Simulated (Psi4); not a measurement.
**GeSiNH7 (SMILES [SiH3][NH][GeH3]) at PBE/def2-SVP**

Aim: the vertical singlet–triplet gap of GeSiNH7 at PBE/def2-SVP, from 2 runs. 

The calculation is run with Psi4 1.11.

3 further runs of the same task are left out: 3 set aside as unsound or not needed.

**1. The molecule**

GeSiNH7: 10 atoms, total charge 0, spin state singlet. As SMILES, `[SiH3][NH][GeH3]`. Geometry: relaxed at PBE0-D4/def2-TZVP.

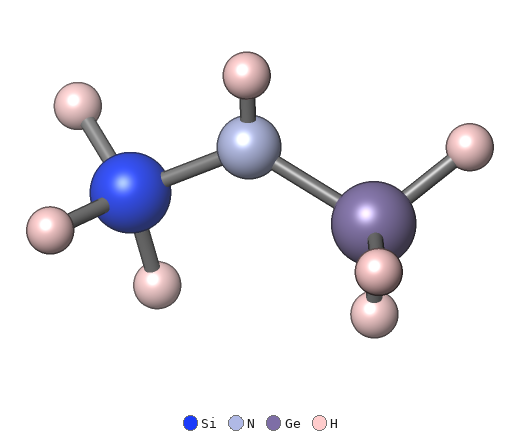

Viewed from a chosen angle; silicon blue, nitrogen light blue, germanium purple, hydrogen pink.

**2. Energy and forces at PBE/def2-SVP**

Input file job.in:

```
memory 1600 MB

molecule molecule1 {
  0 1
  Si
  N 1 r2
  Ge 2 r3 1 a3
  H 1 r4 2 a4 3 d4
  H 1 r5 4 a5 2 d5
  H 1 r6 4 a6 5 d6
  H 2 r7 1 a7 4 d7
  H 3 r8 2 a8 7 d8
  H 3 r9 8 a9 2 d9
  H 3 r10 8 a10 9 d10

  r2 = 1.718238
  r3 = 1.838762
  a3 = 127.47632
  r4 = 1.486126
  a4 = 107.33835
  d4 = -25.40112
  r5 = 1.488668
  a5 = 110.01273
  d5 = 120.0832
  r6 = 1.492482
  a6 = 107.87682
  d6 = 116.38659
  r7 = 1.009289
  a7 = 117.01433
  d7 = 168.46443
  r8 = 1.534168
  a8 = 106.65138
  d8 = -166.98865
  r9 = 1.542693
  a9 = 109.86994
  d9 = 121.22457
  r10 = 1.538288
  a10 = 111.32891
  d10 = 120.73417
  symmetry c1
}

set basis def2-SVP
set puream true
set e_convergence 1e-09
set d_convergence 1e-08
set scf_type pk
set dft_radial_points 99
set dft_spherical_points 590

E, wfn = gradient("pbe", return_wfn=True)
oeprop(wfn, "WIBERG_LOWDIN_INDICES", "QUADRUPOLE", "DIPOLE")
print_variables()
```

On the command line:

```console
$ psi4 -i job.in -o job.out -n 1
```

job.out, shortened:

```text
[...]
  Running in c1 symmetry.
[...]
  Nuclear repulsion =  261.251414510684640
[...]
  Multiplicity = 1
[...]
  Nalpha       = 30
  Nbeta        = 30
[...]
    Number of basis functions: 99
[...]
   @RKS iter   1: -2422.83122573857281   -1.53207e+00   2.58731e-02 ADIIS/DIIS
[...]
   @RKS iter  12: -2424.51581547815067   -6.36646e-12   3.70723e-09 DIIS
[...]
    Orbital Energies [Eh]
    ---------------------
    Doubly Occupied:
       1A   -397.023524     2A    -65.404139     3A    -49.155505
       4A    -43.782612     5A    -43.782294     6A    -43.782000
       7A    -13.977541     8A     -5.976807     9A     -5.057135
      10A     -4.195355    11A     -4.193833    12A     -4.193112
      13A     -3.472379    14A     -3.471240    15A     -3.470654
      16A     -1.102820    17A     -1.100396    18A     -1.099276
      19A     -1.097678    20A     -1.097458    21A     -0.750854
      22A     -0.510283    23A     -0.482037    24A     -0.391845
      25A     -0.334463    26A     -0.322712    27A     -0.304872
      28A     -0.297038    29A     -0.290720    30A     -0.212004
[...]
  @RKS Final Energy: -2424.51581547815067
   => Energetics <=
    Nuclear Repulsion Energy =            261.2514145106846399
    One-Electron Energy =               -3894.3972865295131669
    Two-Electron Energy =                1317.5434364331936195
    DFT Exchange-Correlation Energy =    -108.9133798925156782
    Empirical Dispersion Energy =           0.0000000000000000
    VV10 Nonlocal Energy =                  0.0000000000000000
    Total Energy =                      -2424.5158154781506710
[...]
  -Total Gradient:
     Atom            X                  Y                   Z
    ------   -----------------  -----------------  -----------------
       1        0.000632762430    -0.000268372265     0.008455476445
       2       -0.003640197410     0.005707557002    -0.005009848709
       3        0.000616607613     0.002148319549    -0.002545922867
       4       -0.002700600708     0.005419119863     0.002349423249
       5       -0.003552802624    -0.005163772189     0.002724470289
       6        0.006046071350    -0.000531457037     0.003739860332
       7        0.002722083549    -0.011542327456    -0.006289629507
       8       -0.001985409945     0.003348319933     0.002255271635
       9        0.004382796250     0.001812225594    -0.001706167165
      10       -0.002520643360    -0.000917112259    -0.003984710823
[...]
 Multipole Moments:
 ------------------------------------------------------------------------------------
     Multipole            Electronic (a.u.)      Nuclear  (a.u.)        Total (a.u.)
 ------------------------------------------------------------------------------------
 L = 1.  Multiply by 2.5417464519 to convert [e a0] to [Debye]
 Dipole X            :          0.0697564           -0.1321560           -0.0623996
 Dipole Y            :         -6.5290606            6.6835726            0.1545120
 Dipole Z            :         12.0390502          -11.6694912            0.3695589
 Magnitude           :                                                    0.4053905
 L = 2.  Multiply by 1.3450342976 to convert [e a0^2] to [Debye ang]
 Quadrupole XX       :        -52.9623336           21.4935701          -31.4687635
 Quadrupole XY       :          0.2693187           -0.9088443           -0.6395256
[...]
```

Wall time 25 s (1 thread of Intel Xeon Platinum 8559C (Emerald Rapids), shared host); peak memory 0.85 GiB.

**3. The triplet: the energy at UPBE/def2-SVP**

Input file job.inp:

```
memory 1.6 GB

molecule geom {
  0 3
  Si
  N 1 R2
  Ge 2 R3 1 A3
  H 1 R4 2 A4 3 D4
  H 1 R5 4 A5 2 D5
  H 1 R6 4 A6 5 D6
  H 2 R7 1 A7 4 D7
  H 3 R8 2 A8 7 D8
  H 3 R9 8 A9 2 D9
  H 3 R10 8 A10 9 D10

  R2 = 1.718238
  R3 = 1.838762
  A3 = 127.47632
  R4 = 1.486126
  A4 = 107.33835
  D4 = -25.40112
  R5 = 1.488668
  A5 = 110.01273
  D5 = 120.0832
  R6 = 1.492482
  A6 = 107.87682
  D6 = 116.38659
  R7 = 1.009289
  A7 = 117.01433
  D7 = 168.46443
  R8 = 1.534168
  A8 = 106.65138
  D8 = -166.98865
  R9 = 1.542693
  A9 = 109.86994
  D9 = 121.22457
  R10 = 1.538288
  A10 = 111.32891
  D10 = 120.73417
  symmetry c1
}

set {
  reference uks
  puream true
  e_convergence 1e-09
  d_convergence 1e-08
  scf_type pk
  dft_radial_points 99
  dft_spherical_points 590
  maxiter 100
}

result, w = energy("pbe/def2-SVP", return_wfn=True)
oeprop(w, "MULLIKEN_CHARGES", "DIPOLE", "LOWDIN_CHARGES", title="PBE")
print_variables()
```

On the command line:

```console
$ psi4 job.inp job.out -n 1
```

job.out, shortened:

```text
[...]
  Running in c1 symmetry.
[...]
  Nuclear repulsion =  261.251414510684640
[...]
  Multiplicity = 3
[...]
  Nalpha       = 31
  Nbeta        = 29
[...]
    Number of basis functions: 99
[...]
   @UKS iter   1: -2422.42272318580353   -1.12356e+00   2.64924e-02 ADIIS/DIIS
[...]
   @UKS iter  17: -2424.32291626947062   -3.63798e-12   4.59190e-09 DIIS
[...]
   @S^2 Observed:                2.003293396E+00
[...]
  @UKS Final Energy: -2424.32291626947062
   => Energetics <=
    Nuclear Repulsion Energy =            261.2514145106846399
    One-Electron Energy =               -3893.2893257785317473
    Two-Electron Energy =                1316.5496109122009329
    DFT Exchange-Correlation Energy =    -108.8346159138247202
    Empirical Dispersion Energy =           0.0000000000000000
    VV10 Nonlocal Energy =                  0.0000000000000000
    Total Energy =                      -2424.3229162694706247
[...]
 Multipole Moments:
 ------------------------------------------------------------------------------------
     Multipole            Electronic (a.u.)      Nuclear  (a.u.)        Total (a.u.)
 ------------------------------------------------------------------------------------
 L = 1.  Multiply by 2.5417464519 to convert [e a0] to [Debye]
 Dipole X            :          0.0193757           -0.1321560           -0.1127804
 Dipole Y            :         -6.4345128            6.6835726            0.2490599
 Dipole Z            :         11.8014278          -11.6694912            0.1319366
 Magnitude           :                                                    0.3035745
[...]
  Mulliken Charges: (a.u.)
   Center  Symbol    Alpha    Beta     Spin     Total
       1    SI     7.20500  6.74707  0.45793  0.04792
       2     N     3.81425  3.19910  0.61515 -0.01335
       3    GE    16.26812 15.75068  0.51744 -0.01880
       4     H     0.51770  0.52278 -0.00508 -0.04048
       5     H     0.52712  0.48886  0.03826 -0.01599
       6     H     0.55299  0.44063  0.11236  0.00638
       7     H     0.55313  0.40526  0.14786  0.04161
       8     H     0.50029  0.51487 -0.01459 -0.01516
       9     H     0.54472  0.44247  0.10224  0.01281
      10     H     0.51669  0.48827  0.02842 -0.00495
[...]
```

Wall time 45 s (1 thread of Intel Xeon Platinum 8559C (Emerald Rapids), shared host); peak memory 0.85 GiB.

**4. Summary of results**

Level: PBE/def2-SVP.

```
                                        quantity           value
                           singlet: total energy  -2424.51582 Eh
                          singlet: dipole moment          1.03 D
                            singlet: HOMO energy        -5.77 eV
                            singlet: LUMO energy        -0.45 eV
                          singlet: HOMO–LUMO gap         5.32 eV
               singlet: largest force on an atom      0.690 eV/Å
                           triplet: total energy  -2424.32292 Eh
                          triplet: dipole moment          0.77 D
     triplet: HOMO energy (highest over α and β)        -1.31 eV
                                   triplet: ⟨S²⟩           2.003
vertical energy of the triplet above the singlet        5.249 eV
```

At this shape the triplet lies 5.25 eV (506 kJ/mol) above the singlet. The largest force (singlet) is 0.69 eV/Å: the shape isn't a stationary point for this species at this level.
